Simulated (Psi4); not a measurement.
# SiO2 (silicon dioxide molecule): CAM-B3LYP/cc-pVTZ

Aim: the energy change on altering one bond length of SiO2 (silicon dioxide molecule) at CAM-B3LYP/cc-pVTZ, from 2 runs. 

The calculation is run with Psi4 1.11.

3 further runs of the same task are left out: 2 that didn't finish, 1 set aside as unsound or not needed.

### Step 1. The system as given

SiO2: 3 atoms, total charge 0, spin state singlet. As SMILES, `O=[Si]=O`. Geometry: relaxed at PBE0-D4/def2-TZVP.

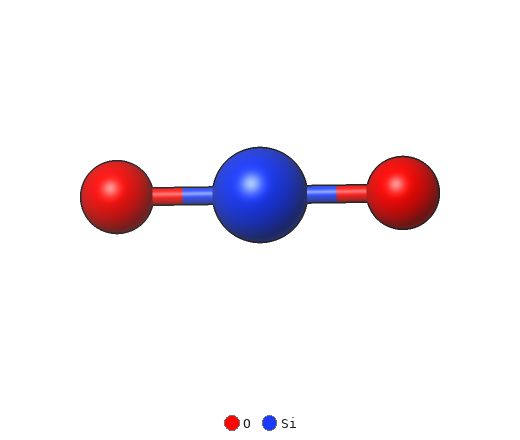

The structure, seen from a chosen angle (oxygen red, silicon blue).

### Step 2. Energy and gradient at CAM-B3LYP/cc-pVTZ

File input.dat:

```
memory 2200 MB

molecule m {
  0 1
  O      1.31851861     2.32360724     0.98031432
  Si    -0.00001890     0.00000000     0.00000000
  O     -1.31851861    -2.32362614    -0.98031432
  units bohr
  symmetry c1
  no_reorient
  no_com
}

set {
  basis                cc-pVTZ
  puream               true
  e_convergence        1e-09
  d_convergence        1e-08
  scf_type             pk
  dft_radial_points    99
  dft_spherical_points 590
}

energy_value, wavefunction = gradient("cam-b3lyp", return_wfn=True)
oeprop(wavefunction, "QUADRUPOLE", "LOWDIN_CHARGES", "WIBERG_LOWDIN_INDICES", title="CAM-B3LYP")
```

The run is started by

```sh
$ psi4 -i input.dat -o output.dat -n 1
```

output.dat:

```text
[...]
  Running in c1 symmetry.
[...]
  Nuclear repulsion =   89.956439058073471
[...]
  Multiplicity = 1
[...]
  Nalpha       = 15
  Nbeta        = 15
[...]
    Number of basis functions: 94
[...]
   @RKS iter   1:  -439.56985234543316   -4.14536e-01   1.11860e-02 ADIIS/DIIS
[...]
   @RKS iter  11:  -439.97383665507459   -1.08571e-11   2.10116e-09 DIIS
[...]
    Orbital Energies [Eh]
    ---------------------
    Doubly Occupied:
       1A    -66.292617     2A    -19.226770     3A    -19.226761
       4A     -5.441573     5A     -3.802889     6A     -3.802889
       7A     -3.794403     8A     -1.077513     9A     -1.051457
      10A     -0.540285    11A     -0.464307    12A     -0.458925
      13A     -0.458925    14A     -0.414687    15A     -0.414687
[...]
  @RKS Final Energy:  -439.97383665507459
   => Energetics <=
    Nuclear Repulsion Energy =             89.9564390580734710
    One-Electron Energy =                -787.1356432354159551
    Two-Electron Energy =                 285.8772485441641606
    DFT Exchange-Correlation Energy =     -28.6718810218962119
    Empirical Dispersion Energy =           0.0000000000000000
    VV10 Nonlocal Energy =                  0.0000000000000000
    Total Energy =                       -439.9738366550745923
[...]
  -Total Gradient:
     Atom            X                  Y                   Z
    ------   -----------------  -----------------  -----------------
       1       -0.000625678138    -0.001103751023    -0.000465558593
       2       -0.000001567175    -0.000000516859    -0.000000427388
       3        0.000627245387     0.001104267898     0.000465985999
[...]
 Multipole Moments:
 ------------------------------------------------------------------------------------
     Multipole            Electronic (a.u.)      Nuclear  (a.u.)        Total (a.u.)
 ------------------------------------------------------------------------------------
 L = 1.  Multiply by 2.5417464519 to convert [e a0] to [Debye]
 Dipole X            :          0.0002429           -0.0002646           -0.0000217
 Dipole Y            :          0.0001620           -0.0001512            0.0000108
 Dipole Z            :         -0.0000000            0.0000000           -0.0000000
 Magnitude           :                                                    0.0000243
 L = 2.  Multiply by 1.3450342976 to convert [e a0^2] to [Debye ang]
 Quadrupole XX       :        -44.5873764           27.8158612          -16.7715152
 Quadrupole XY       :        -52.4650433           49.0197096           -3.4453337
[...]
```

Run time: 92 s. Hardware: 1 thread of Intel Xeon at 2.50GHz (Skylake/Cascade Lake), shared host; peak memory 1 GiB.

### Step 3. The distorted shape at the same level

File calc.inp:

```
memory 2200 mb

molecule {
  0 1
  O      0.907039     1.598457     0.674378
  Si    -0.000010     0.000000     0.000000
  O     -0.697730    -1.229610    -0.518760
  units angstrom
  symmetry c1
}

set {
  basis                cc-pVTZ
  puream               true
  e_convergence        1e-09
  d_convergence        1e-08
  scf_type             pk
  dft_radial_points    99
  dft_spherical_points 590
}

result, w = gradient("cam-b3lyp", return_wfn=True)
oeprop(w, "MAYER_INDICES", "QUADRUPOLE", "WIBERG_LOWDIN_INDICES")
```

The run is started by

```sh
$ psi4 calc.inp calc.out -n 1
```

calc.out:

```text
[...]
  Running in c1 symmetry.
[...]
  Nuclear repulsion =   79.408136821326877
[...]
  Multiplicity = 1
[...]
  Nalpha       = 15
  Nbeta        = 15
[...]
    Number of basis functions: 94
[...]
   @RKS iter   1:  -439.39125127182018   -5.88935e-01   1.14530e-02 DIIS/ADIIS
[...]
   @RKS iter  13:  -439.87373787990862   -2.84217e-12   5.02696e-09 DIIS
[...]
    Orbital Energies [Eh]
    ---------------------
    Doubly Occupied:
       1A    -66.341927     2A    -19.245952     3A    -19.245110
       4A     -5.478806     5A     -3.840753     6A     -3.840753
       7A     -3.831479     8A     -1.081410     9A     -0.981531
      10A     -0.555980    11A     -0.456654    12A     -0.456654
      13A     -0.447961    14A     -0.377400    15A     -0.377400
[...]
  @RKS Final Energy:  -439.87373787990862
   => Energetics <=
    Nuclear Repulsion Energy =             79.4081368213268775
    One-Electron Energy =                -765.7578349774846629
    Two-Electron Energy =                 274.9931559936136409
    DFT Exchange-Correlation Energy =     -28.5171957173645119
    Empirical Dispersion Energy =           0.0000000000000000
    VV10 Nonlocal Energy =                  0.0000000000000000
    Total Energy =                       -439.8737378799086173
[...]
  -Total Gradient:
     Atom            X                  Y                   Z
    ------   -----------------  -----------------  -----------------
       1        0.000000250837     0.000000007009     0.144724441153
       2       -0.000000641590    -0.000000017930    -0.140520457731
       3        0.000000389825     0.000000010896    -0.004205480960
[...]
 Multipole Moments:
 ------------------------------------------------------------------------------------
     Multipole            Electronic (a.u.)      Nuclear  (a.u.)        Total (a.u.)
 ------------------------------------------------------------------------------------
 L = 1.  Multiply by 2.5417464519 to convert [e a0] to [Debye]
 Dipole X            :         -0.0000202           -0.0000001           -0.0000203
 Dipole Y            :         -0.0000006           -0.0000000           -0.0000006
 Dipole Z            :         -0.3344130           -0.0016143           -0.3360272
 Magnitude           :                                                    0.3360272
 L = 2.  Multiply by 1.3450342976 to convert [e a0^2] to [Debye ang]
 Quadrupole XX       :        -15.4599632            0.0000000          -15.4599632
 Quadrupole XY       :         -0.0000000            0.0000000            0.0000000
[...]
```

It took 90 s on 1 thread of Intel Xeon at 2.50GHz (Skylake/Cascade Lake), shared host; peak memory 1 GiB.

### Step 4. Outcome

Level: CAM-B3LYP/cc-pVTZ.

| quantity | value |
| --- | --- |
| first shape: total energy | -439.97384 Eh |
| first shape: dipole moment | 0.00 D |
| first shape: HOMO energy | -11.28 eV |
| first shape: LUMO energy | -2.25 eV |
| first shape: HOMO–LUMO gap | 9.04 eV |
| first shape: largest force on an atom | 0.070 eV/Å |
| distorted shape: total energy | -439.87374 Eh |
| distorted shape: dipole moment | 0.85 D |
| distorted shape: HOMO energy | -10.27 eV |
| distorted shape: LUMO energy | -3.35 eV |
| distorted shape: HOMO–LUMO gap | 6.92 eV |
| distorted shape: largest force on an atom | 7.442 eV/Å |
| energy change with the O1–Si2 bond stretched from 1.506 to 1.958 Å | 2.724 eV |

With the O1–Si2 bond stretched from 1.506 to 1.958 Å the energy rises by 2.72 eV (63 kcal/mol). The first shape isn't relaxed at this level, so the change isn't measured from a minimum.
